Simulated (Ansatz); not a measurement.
# HNO (nitroxyl): BLYP/STO-3G

Aim: the vertical electron affinity of HNO (nitroxyl) at BLYP/STO-3G, from 2 runs. 

The calculation is run with Ansatz 0.2.0.

## Step 1: Starting point

HNO has 3 atoms, charge 0, and is taken as a singlet. As SMILES, `N=O`. The shape is that of a GFN2-xTB optimisation.

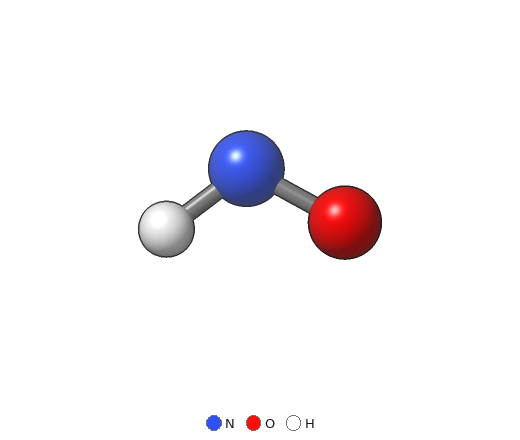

Viewed from a chosen angle; nitrogen blue, oxygen red, hydrogen white.

## Step 2: The energy at BLYP/STO-3G

job.yaml reads:

```yaml
crystal:
  periodic: [false, false, false]
  atoms:
    - {symbol: N, position_ang: [-0.275940, 0.297220, -0.114780]}
    - {symbol: O, position_ang: [0.768580, 0.418030, 0.466150]}
    - {symbol: H, position_ang: [-0.492640, -0.715240, -0.351380]}
basis:
  gaussian: {orbitals: STO-3G}
hamiltonian: {xc: {name: BLYP}}
accuracy: high
```

Launch:

```bash
ansatz run job.yaml --threads 1 --pin off --max-ram 2610MiB --events-out events.jsonl --progress --plain --runs-dir runs
```

Log:

```text
Warning: RAYON_NUM_THREADS=1 ignored (pool sized by the plan → 1); use --threads N
Functional definition: BLYP
  name "BLYP"
  parameter beta = 0.0042
  parameter a = 0.04918
  parameter b = 0.132
  parameter c = 0.2533
  parameter d = 0.349
  exchange = b88_x(beta = beta)
  correlation = lyp_c(a = a, b = b, c = c, d = d)
168 factors; integrals over basis functions are off by at most 2.2e-8 eV
mean field evaluation 1: about -3500.6280 eV, gradient 6.6e0 eV
mean field evaluation 2: about -3500.7556 eV, gradient 3.8e0 eV
mean field evaluation 4: about -3500.7930 eV, gradient 1.4e-1 eV
mean field evaluation 8: about -3500.7527 eV, gradient 2.7e-3 eV
mean field evaluation 16: about -3500.7527 eV, gradient 7.5e-9 eV
mean field -3500.75272896 eV, -128.6502898939 hartree, gradient 5.4e-8 eV, S^2 0.000000; 0 other end points of the search recorded, 0 dependent functions left out
reference -3500.75275253 eV, -128.6502907600 hartree; 8, 8 occupied and 3, 3 virtual orbitals, 168 factors
Total energy: -3500.75275253 eV, -128.6502907600 hartree
```

Wall time 0.38 s (1 thread of Arm Neoverse V2, shared host).

## Step 3: The doublet anion at the same level

run.yaml reads:

```yaml
crystal:
  periodic: [false, false, false]
  atoms:
    - {symbol: N, position_ang: [-0.275940, 0.297220, -0.114780]}
    - {symbol: O, position_ang: [0.768580, 0.418030, 0.466150]}
    - {symbol: H, position_ang: [-0.492640, -0.715240, -0.351380]}
basis:
  gaussian:
    orbitals: STO-3G
total_charge: -1
magnetization:
  spin_polarized: true
  initial_magnetization: 1
hamiltonian:
  xc: {name: BLYP}
accuracy: high
```

Launch:

```bash
ansatz run run.yaml --threads 1 --pin off --max-ram 2610MiB --events-out events.jsonl --progress --plain --runs-dir runs
```

Log (excerpt; [...] marks lines left out):

```text
Warning: RAYON_NUM_THREADS=1 ignored (pool sized by the plan → 1); use --threads N
[... 9 set-up lines as earlier in the session ...]
168 factors; integrals over basis functions are off by at most 2.2e-8 eV
mean field evaluation 1: about -3494.2910 eV, gradient 9.2e0 eV
mean field evaluation 2: about -3493.9726 eV, gradient 1.2e1 eV
mean field evaluation 4: about -3494.8825 eV, gradient 4.5e-1 eV
mean field evaluation 8: about -3494.8646 eV, gradient 1.2e-3 eV
mean field evaluation 16: about -3494.8646 eV, gradient 7.8e-9 eV
mean field -3494.86460384 eV, -128.4339052867 hartree, gradient 7.8e-9 eV, S^2 0.750401; 0 other end points of the search recorded, 0 dependent functions left out
reference -3494.86462662 eV, -128.4339061239 hartree; 9, 8 occupied and 2, 3 virtual orbitals, 168 factors
Total energy: -3494.86462662 eV, -128.4339061239 hartree
```

Run time: 0.62 s. Hardware: 1 thread of Arm Neoverse V2, shared host; peak memory 0.095 GiB.

## Step 4: Results

Level: BLYP/STO-3G.

| quantity | value |
| --- | --- |
| singlet HNO: total energy | -128.65029 Eh |
| doublet anion: total energy | -128.43391 Eh |
| doublet anion: ⟨S²⟩ | 0.750 |
| vertical electron affinity (to the doublet anion) | -5.888 eV |

The anion lies 5.89 eV (136 kcal/mol) above the neutral: the electron isn't bound at this level, and such a value depends on the basis. Without diffuse functions anions come out too high. In a minimal basis such a difference can be off by several eV, whatever the method.
